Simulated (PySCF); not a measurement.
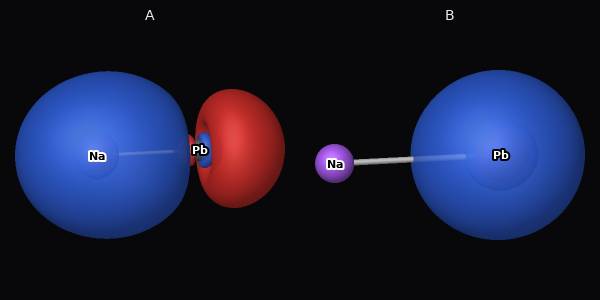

Figure 1: NaPb (quartet). Two frontier β-spin orbitals, each drawn at the value that holds 80 % of its norm (blue and red are the two phases), in no order; of a degenerate pair one member is drawn.

Core potentials replace the inner electrons of Pb.

Computed with PBE0/def2-SVPD, non-relativistic Hamiltonian with scalar-relativistic core potentials where named, at a bond length of 2.983 Å in PySCF.

### Name the orbitals and rank them from lowest to highest energy.

Orbital B: σ, occupied in this spin, −10.83 eV; almost wholly on Pb.
Orbital A: σ, empty in this spin, −2.14 eV; shared between the atoms (Na 55 %, Pb 45 %).
